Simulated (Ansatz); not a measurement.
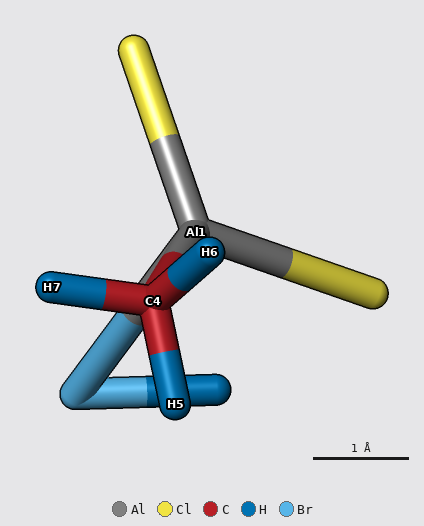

The structure as given in the input (stick view, seen at an oblique angle; atoms are numbered from 1 in the order of the input). Sticks mark near contacts. Bond lengths as drawn: Al–Br 2.74 Å, Al–C 1.94 Å, Al–Cl 2.12 to 2.19 Å, Br–H 1.48 Å and C–H 1.11 Å.

**Nudged elastic band, with input and output: CH$_{4}$AlBrCl$_{2}$**

System: CH$_{4}$AlBrCl$_{2}$.
Method: RKS PBE-D4/def2-SVP (Ansatz 0.2.0).

It belongs to a series of runs on one base structure; here: band between the two ends. Figures and captions count atoms from 1; the log counts them from 0 in places.

### Input
```yaml
crystal:
  periodic: [false, false, false]
  atoms:
    - { symbol: Al, position_ang: [0.027378, -0.028049, 0.091967] }
    - { symbol: Cl, position_ang: [-0.015091, 0.272883, 2.260259] }
    - { symbol: Cl, position_ang: [1.852875, 0.582235, -0.798963] }
    - { symbol: C, position_ang: [-1.657017, -0.071441, -0.873864] }
    - { symbol: H, position_ang: [-2.433086, -0.636616, -0.318884] }
    - { symbol: H, position_ang: [-2.033641, 0.963014, -1.025131] }
    - { symbol: H, position_ang: [-1.532766, -0.532145, -1.87536] }
    - { symbol: Br, position_ang: [0.476944, -2.671415, 0.652431] }
    - { symbol: H, position_ang: [0.352505, -1.809966, 1.853647] }
basis:
  gaussian: { orbitals: def2-SVP }
hamiltonian:
  xc: pbe
  dispersion: d4
neb:
  order_check: false
  images: 7
  f_tol: 0.03
  max_iterations: 60
  final_atoms:
    - { symbol: Al, position_ang: [0.11624491, -0.46313414, -0.17563877] }
    - { symbol: Cl, position_ang: [-0.07264856, 0.04247015, 2.30822716] }
    - { symbol: Cl, position_ang: [1.84572399, 0.61404287, -0.76680188] }
    - { symbol: C, position_ang: [-1.6536013, -0.10019949, -0.89131376] }
    - { symbol: H, position_ang: [-2.43974104, -0.66048614, -0.34721708] }
    - { symbol: H, position_ang: [-1.89120681, 0.98140281, -0.83748436] }
    - { symbol: H, position_ang: [-1.69968506, -0.40002688, -1.95841346] }
    - { symbol: Br, position_ang: [0.5886945, -2.67388166, 0.50680915] }
    - { symbol: H, position_ang: [0.24432038, -1.27168754, 2.12793501] }
  initial_path:
    images:
      - { positions_ang: [[0.027378, -0.028049, 0.091967], [-0.015091, 0.272883, 2.260259], [1.852875, 0.582235, -0.798963], [-1.657017, -0.071441, -0.873864], [-2.433086, -0.636616, -0.318884], [-2.033641, 0.963014, -1.025131], [-1.532766, -0.532145, -1.87536], [0.476944, -2.671415, 0.652431], [0.352505, -1.809966, 1.853647]] }
      - { positions_ang: [[0.01835011, -0.01834236, 0.0695315], [-0.01096446, 0.20107572, 2.34071493], [1.86907826, 0.45164843, -0.87920636], [-1.67232813, -0.05693658, -0.89948301], [-2.38957689, -0.71671826, -0.4277103], [-2.10986315, 0.93504059, -0.93386422], [-1.53004841, -0.38611455, -1.92322894], [0.51123115, -2.62692171, 0.69680699], [0.35222252, -1.71423128, 1.92254141]] }
      - { positions_ang: [[0.00932222, -0.00863572, 0.047096], [-0.00683793, 0.12926844, 2.42117085], [1.88528153, 0.32106186, -0.95944972], [-1.68763925, -0.04243215, -0.92510202], [-2.34606777, -0.79682052, -0.5365366], [-2.18608531, 0.90706718, -0.84259745], [-1.52733083, -0.2400841, -1.97109787], [0.54551831, -2.58242843, 0.74118298], [0.35194003, -1.61849655, 1.99143582]] }
      - { positions_ang: [[0.00029433, 0.00107092, 0.0246605], [-0.00271139, 0.05746116, 2.50162678], [1.90148479, 0.19047529, -1.03969308], [-1.70295038, -0.02792773, -0.95072102], [-2.30255866, -0.87692278, -0.64536289], [-2.26230746, 0.87909377, -0.75133067], [-1.52461324, -0.09405365, -2.01896681], [0.57980546, -2.53793514, 0.78555897], [0.35165755, -1.52276183, 2.06033023]] }
      - { positions_ang: [[-0.00873356, 0.01077756, 0.002225], [0.00141514, -0.01434612, 2.58208271], [1.91768806, 0.05988871, -1.11993644], [-1.71826151, -0.01342331, -0.97634003], [-2.25904954, -0.95702505, -0.75418919], [-2.33852962, 0.85112037, -0.66006389], [-1.52189565, 0.0519768, -2.06683574], [0.61409262, -2.49344186, 0.82993496], [0.35137507, -1.4270271, 2.12922464]] }
      - { positions_ang: [[0.02251106, -0.10770037, -0.04224095], [-0.01710078, -0.00014205, 2.51361882], [1.89969704, 0.19842725, -1.0316528], [-1.70209646, -0.03511736, -0.95508346], [-2.30422242, -0.88289032, -0.65244617], [-2.22669892, 0.88369098, -0.70441901], [-1.566343, -0.06102412, -2.03973017], [0.60774309, -2.53855181, 0.74915351], [0.32461139, -1.38819221, 2.12890223]] }
      - { positions_ang: [[0.05375567, -0.22617829, -0.08670689], [-0.03561671, 0.01406202, 2.44515493], [1.88170602, 0.33696579, -0.94336916], [-1.68593141, -0.0568114, -0.9338269], [-2.34939529, -0.80875559, -0.55070314], [-2.11486821, 0.91626159, -0.74877413], [-1.61079036, -0.17402504, -2.0126246], [0.60139356, -2.58366176, 0.66837205], [0.29784772, -1.34935732, 2.12857982]] }
      - { positions_ang: [[0.08500029, -0.34465621, -0.13117283], [-0.05413264, 0.02826609, 2.37669104], [1.863715, 0.47550433, -0.85508552], [-1.66976635, -0.07850545, -0.91257033], [-2.39456817, -0.73462086, -0.44896011], [-2.00303751, 0.9488322, -0.79312924], [-1.65523771, -0.28702596, -1.98551903], [0.59504403, -2.62877171, 0.5875906], [0.27108405, -1.31052243, 2.12825742]] }
      - { positions_ang: [[0.11624491, -0.46313414, -0.17563877], [-0.07264856, 0.04247015, 2.30822716], [1.84572399, 0.61404287, -0.76680188], [-1.6536013, -0.10019949, -0.89131376], [-2.43974104, -0.66048614, -0.34721708], [-1.89120681, 0.98140281, -0.83748436], [-1.69968506, -0.40002688, -1.95841346], [0.5886945, -2.67388166, 0.50680915], [0.24432038, -1.27168754, 2.12793501]] }
```

Run on 4 threads of Arm Neoverse V1, 24 GiB of memory available, shared host.

Command:
```bash
ansatz run input.yaml --threads 4 --pin off --max-ram 5120MiB --backend cpu --events-out ev --progress --plain --runs-dir out
```

### Output
```
Engine: ansatz 0.2.0, aarch64-unknown-linux-gnu
Functional definition: PBE
  parameter kappa = 0.804
  parameter beta = 0.06672455060314922
  exchange = pbe_x(kappa = kappa, mu = beta*pi^2/3)
  correlation = pbe_c(beta = beta)
1318 factors; their error is unknown
mean field evaluation 1: about -102741.8070 eV, gradient 5.7e1 eV
mean field evaluation 2: about -102726.1101 eV, gradient 8.4e1 eV
mean field evaluation 4: about -102749.8936 eV, gradient 5.8e0 eV
mean field evaluation 8: about -102749.8766 eV, gradient 1.5e-1 eV
mean field evaluation 16: about -102749.8767 eV, gradient 3.4e-5 eV
mean field -102749.87665311 eV, -3775.9883206339 hartree, gradient 3.4e-5 eV, S^2 0.000000; 0 other end points of the search recorded, 0 dependent functions left out
the calculation of the forces begins
reference -102749.87669027 eV, -3775.9883219994 hartree; 46, 46 occupied and 74, 74 virtual orbitals, 1318 factors
1318 factors; their error is unknown
mean field evaluation 32: about -102749.8954 eV, gradient 9.2e-5 eV
mean field -102749.89544089 eV, -3775.9890110721 hartree, gradient 2.6e-5 eV, S^2 0.000000; 0 other end points of the search recorded, 0 dependent functions left out
[... from here on the field's lines of each further geometry are left out, up to the last ...]
NEB iter   1: max|band force component| = 1.897e0 eV/Å  barrier→ = 0.8794 eV  barrier← = 0.8984 eV  Δτ_max = 0.2000 Å  (240 SCF iters)
NEB iter   2: max|band force component| = 5.782e-1 eV/Å  barrier→ = 0.2320 eV  barrier← = 0.2510 eV  Δτ_max = 0.2000 Å  (202 SCF iters)
NEB iter   3: max|band force component| = 7.023e-1 eV/Å  barrier→ = 0.1015 eV  barrier← = 0.1205 eV  Δτ_max = 0.0984 Å  (191 SCF iters)
NEB iter   4: max|band force component| = 2.049e-1 eV/Å  barrier→ = 0.0465 eV  barrier← = 0.0655 eV  CI = image 4  Δτ_max = 0.0833 Å  (183 SCF iters)
NEB iter   5: max|band force component| = 1.501e-1 eV/Å  barrier→ = 0.0354 eV  barrier← = 0.0543 eV  CI = image 4  Δτ_max = 0.0933 Å  (185 SCF iters)
NEB iter   6: max|band force component| = 6.729e-2 eV/Å  barrier→ = 0.0310 eV  barrier← = 0.0500 eV  CI = image 4  Δτ_max = 0.0989 Å  (185 SCF iters)
NEB iter   7: max|band force component| = 9.732e-2 eV/Å  barrier→ = 0.0289 eV  barrier← = 0.0479 eV  CI = image 4  Δτ_max = 0.0495 Å  (185 SCF iters)
NEB iter   8: max|band force component| = 1.159e-1 eV/Å  barrier→ = 0.0290 eV  barrier← = 0.0480 eV  CI = image 4  Δτ_max = 0.0248 Å  (184 SCF iters)
NEB iter   9: max|band force component| = 5.760e-2 eV/Å  barrier→ = 0.0287 eV  barrier← = 0.0477 eV  CI = image 4  Δτ_max = 0.0495 Å  (186 SCF iters)
NEB iter  10: max|band force component| = 8.017e-2 eV/Å  barrier→ = 0.0287 eV  barrier← = 0.0477 eV  CI = image 4  Δτ_max = 0.0248 Å  (186 SCF iters)
NEB iter  11: max|band force component| = 3.036e-2 eV/Å  barrier→ = 0.0286 eV  barrier← = 0.0476 eV  CI = image 4  Δτ_max = 0.0343 Å  (188 SCF iters)
NEB iter  12: max|band force component| = 3.280e-2 eV/Å  barrier→ = 0.0285 eV  barrier← = 0.0475 eV  CI = image 4  Δτ_max = 0.0059 Å  (188 SCF iters)
the calculation of the forces begins
reference -102749.89155388 eV, -3775.9888682270 hartree; 46, 46 occupied and 74, 74 virtual orbitals, 1318 factors
1318 factors; their error is unknown
mean field evaluation 864: about -102749.9477 eV, gradient 7.2e-2 eV
mean field -102749.84428454 eV, -3775.9871311110 hartree, gradient 1.9e-5 eV, S^2 0.000000; 1 other end points of the search recorded, 0 dependent functions left out
the calculation of the forces begins
reference -102749.84432135 eV, -3775.9871324636 hartree; 46, 46 occupied and 74, 74 virtual orbitals, 1318 factors
NEB iter  13: max|band force component| = 2.512e-2 eV/Å  barrier→ = 0.0285 eV  barrier← = 0.0475 eV  CI = image 4  Δτ_max = 0.0000 Å  (334 SCF iters)
```

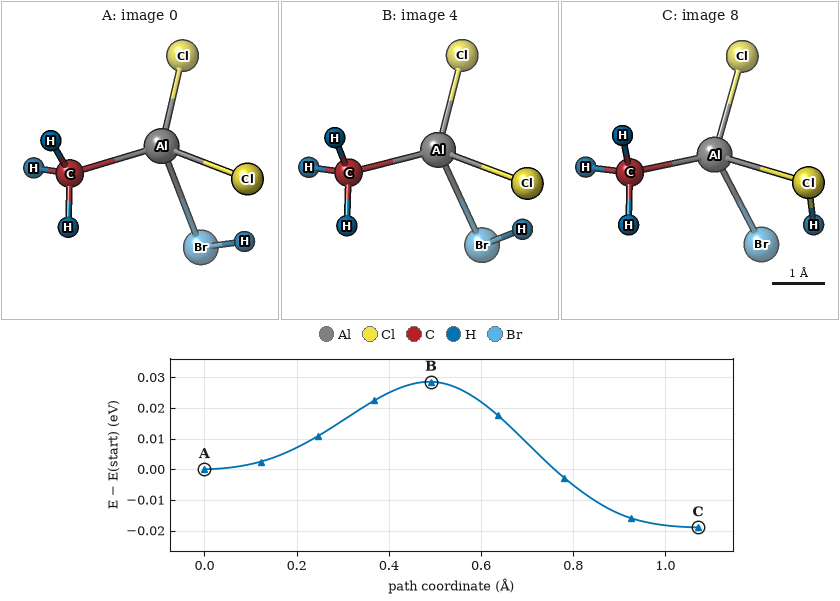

Images of the last band (counted from 0; ball-and-stick, seen at a tilt) above the energy along the path; the line is a cubic interpolation that uses the forces. The highest image is number 4, 0.029 eV above the start and 0.048 eV above the end (the climbing image); the end lies 0.019 eV below the start. The path is 1.07 Å long. The band converged in 13 iterations.

```
Total energy: -102750.12010655 eV, -3775.9972673827 hartree
Atom 0 at     0.066132    -0.235760    -0.000874 Å, force     0.000410    -0.000901    -0.000769 eV/Å
Atom 1 at    -0.026583     0.061785     2.280910 Å, force    -0.000015    -0.001671    -0.000042 eV/Å
Atom 2 at     1.863225     0.598566    -0.753880 Å, force    -0.000185    -0.000133     0.000113 eV/Å
Atom 3 at    -1.657344    -0.081322    -0.880593 Å, force    -0.002934    -0.001069     0.002745 eV/Å
Atom 4 at    -2.445087    -0.641823    -0.338070 Å, force     0.001898     0.000868    -0.001017 eV/Å
Atom 5 at    -1.968890     0.982328    -0.940587 Å, force     0.000515     0.000608    -0.000844 eV/Å
Atom 6 at    -1.602497    -0.474997    -1.916501 Å, force     0.000569    -0.000273    -0.000315 eV/Å
Atom 7 at     0.518608    -2.633351     0.652302 Å, force    -0.000048     0.000522    -0.001103 eV/Å
Atom 8 at     0.290538    -1.506928     1.863397 Å, force    -0.000210     0.002047     0.001232 eV/Å
Dipole moment:    -0.319054    -0.184298     0.070891 e Å
this run last wrote the band of iteration 13 to [file]
```

### The last band as extended XYZ (Å, eV, eV/Å)
```
9
Properties=species:S:1:pos:R:3:forces:R:3 image=0 energy=-102750.14859
Al    0.0274   -0.0280    0.0920    0.0027   0.0098   0.0060
Cl   -0.0151    0.2729    2.2603    0.0004  -0.0102  -0.0097
Cl    1.8529    0.5822   -0.7990    0.0021  -0.0010  -0.0015
C    -1.6570   -0.0714   -0.8739   -0.0209   0.0125  -0.0083
H    -2.4331   -0.6366   -0.3189    0.0090   0.0034  -0.0055
H    -2.0336    0.9630   -1.0251    0.0081  -0.0187   0.0031
H    -1.5328   -0.5321   -1.8754   -0.0005   0.0011   0.0087
Br    0.4769   -2.6714    0.6524   -0.0016   0.0057   0.0033
H     0.3525   -1.8100    1.8536    0.0009  -0.0026   0.0040
9
Properties=species:S:1:pos:R:3:forces:R:3 image=1 energy=-102750.14609
Al    0.0343   -0.0721    0.0735    0.0066   0.0164   0.0139
Cl   -0.0249    0.2334    2.2548    0.0013   0.0190  -0.0001
Cl    1.8603    0.5689   -0.7933   -0.0005  -0.0020  -0.0041
C    -1.6582   -0.0760   -0.8771   -0.0170   0.0158  -0.0053
H    -2.4334   -0.6520   -0.3330    0.0043  -0.0031   0.0018
H    -2.0236    0.9679   -0.9823   -0.0043  -0.0090  -0.0052
H    -1.5544   -0.4989   -1.8968    0.0100  -0.0056   0.0000
Br    0.4944   -2.6660    0.6753   -0.0042  -0.0018  -0.0042
H     0.3436   -1.7368    1.8451    0.0039  -0.0297   0.0033
9
Properties=species:S:1:pos:R:3:forces:R:3 image=2 energy=-102750.13782
Al    0.0439   -0.1255    0.0534   -0.0039   0.0402   0.0210
Cl   -0.0318    0.1757    2.2583   -0.0020   0.0385  -0.0052
Cl    1.8630    0.5761   -0.7793    0.0014  -0.0061  -0.0068
C    -1.6583   -0.0797   -0.8786   -0.0040   0.0060  -0.0006
H    -2.4393   -0.6469   -0.3332    0.0035   0.0003  -0.0023
H    -1.9985    0.9744   -0.9620   -0.0142  -0.0073  -0.0092
H    -1.5776   -0.4892   -1.9061    0.0126  -0.0025   0.0059
Br    0.5104   -2.6541    0.6791   -0.0047  -0.0104   0.0014
H     0.3264   -1.6621    1.8346    0.0112  -0.0586  -0.0043
9
Properties=species:S:1:pos:R:3:forces:R:3 image=3 energy=-102750.12616
Al    0.0546   -0.1809    0.0287   -0.0031   0.0386   0.0251
Cl   -0.0316    0.1153    2.2676   -0.0032   0.0304  -0.0138
Cl    1.8634    0.5879   -0.7656   -0.0002  -0.0073  -0.0047
C    -1.6578   -0.0821   -0.8800    0.0014   0.0252   0.0093
H    -2.4434   -0.6431   -0.3353   -0.0015  -0.0067  -0.0030
H    -1.9791    0.9790   -0.9469   -0.0093  -0.0124  -0.0089
H    -1.5930   -0.4798   -1.9132    0.0073  -0.0070  -0.0012
Br    0.5170   -2.6421    0.6717   -0.0038  -0.0009   0.0176
H     0.3081   -1.5857    1.8391    0.0124  -0.0599  -0.0204
9
Properties=species:S:1:pos:R:3:forces:R:3 image=4 energy=-102750.12007
Al    0.0661   -0.2358   -0.0009    0.0004  -0.0009  -0.0008
Cl   -0.0266    0.0618    2.2809    0.0000  -0.0017   0.0000
Cl    1.8632    0.5986   -0.7539   -0.0002  -0.0001   0.0001
C    -1.6573   -0.0813   -0.8806   -0.0029  -0.0011   0.0027
H    -2.4451   -0.6418   -0.3381    0.0019   0.0009  -0.0010
H    -1.9689    0.9823   -0.9406    0.0005   0.0006  -0.0008
H    -1.6025   -0.4750   -1.9165    0.0006  -0.0003  -0.0003
Br    0.5186   -2.6334    0.6523    0.0000   0.0005  -0.0011
H     0.2905   -1.5069    1.8634   -0.0002   0.0020   0.0012
9
Properties=species:S:1:pos:R:3:forces:R:3 image=5 energy=-102750.13099
Al    0.0799   -0.3007   -0.0433    0.0135  -0.0607  -0.0415
Cl   -0.0231    0.0199    2.2986    0.0028  -0.0365   0.0175
Cl    1.8611    0.6094   -0.7455   -0.0044   0.0090   0.0085
C    -1.6576   -0.0810   -0.8809    0.0048   0.0063   0.0057
H    -2.4462   -0.6383   -0.3365   -0.0036   0.0009  -0.0012
H    -1.9550    0.9867   -0.9322    0.0122  -0.0007   0.0061
H    -1.6170   -0.4698   -1.9198   -0.0148   0.0008  -0.0057
Br    0.5232   -2.6344    0.6098    0.0052   0.0017  -0.0382
H     0.2728   -1.4232    1.9159   -0.0157   0.0793   0.0487
9
Properties=species:S:1:pos:R:3:forces:R:3 image=6 energy=-102750.15146
Al    0.0933   -0.3641   -0.0917    0.0146  -0.0559  -0.0412
Cl   -0.0290    0.0089    2.3144   -0.0064  -0.0130   0.0146
Cl    1.8550    0.6207   -0.7412   -0.0041   0.0099   0.0075
C    -1.6575   -0.0854   -0.8827    0.0044   0.0102   0.0014
H    -2.4476   -0.6344   -0.3325   -0.0059  -0.0019   0.0048
H    -1.9341    0.9881   -0.9202    0.0174   0.0010   0.0086
H    -1.6425   -0.4657   -1.9256   -0.0202   0.0018  -0.0122
Br    0.5389   -2.6441    0.5596    0.0124  -0.0118  -0.0458
H     0.2617   -1.3553    1.9861   -0.0122   0.0599   0.0623
9
Properties=species:S:1:pos:R:3:forces:R:3 image=7 energy=-102750.16458
Al    0.1062   -0.4210   -0.1401    0.0049  -0.0213  -0.0182
Cl   -0.0510    0.0175    2.3198   -0.0079  -0.0013   0.0018
Cl    1.8483    0.6279   -0.7425   -0.0033   0.0028   0.0021
C    -1.6561   -0.0918   -0.8872    0.0022  -0.0011  -0.0014
H    -2.4469   -0.6287   -0.3260   -0.0002   0.0011   0.0038
H    -1.9036    0.9893   -0.9012    0.0114   0.0028   0.0065
H    -1.6792   -0.4555   -1.9361   -0.0122   0.0037  -0.0060
Br    0.5670   -2.6612    0.5144    0.0100  -0.0059  -0.0182
H     0.2533   -1.3079    2.0649   -0.0049   0.0192   0.0295
9
Properties=species:S:1:pos:R:3:forces:R:3 image=8 energy=-102750.16757
Al    0.1162   -0.4631   -0.1756   -0.0095   0.0115  -0.0031
Cl   -0.0726    0.0425    2.3082    0.0009  -0.0145   0.0002
Cl    1.8457    0.6140   -0.7668   -0.0025  -0.0034   0.0017
C    -1.6536   -0.1002   -0.8913    0.0123  -0.0023   0.0218
H    -2.4397   -0.6605   -0.3472   -0.0061  -0.0077   0.0088
H    -1.8912    0.9814   -0.8375   -0.0007   0.0234   0.0010
H    -1.6997   -0.4000   -1.9584    0.0019  -0.0105  -0.0261
Br    0.5887   -2.6739    0.5068    0.0102  -0.0227  -0.0036
H     0.2443   -1.2717    2.1279   -0.0063   0.0260  -0.0008
```

### Results in brief

- outcome: converged
- barrier, forward: 0.029 eV
- barrier, backward: 0.048 eV
- wall time: 2.2 min (CPU time 8.4 min)
- peak memory: 0.19 GiB

The order of the saddle point was not checked.
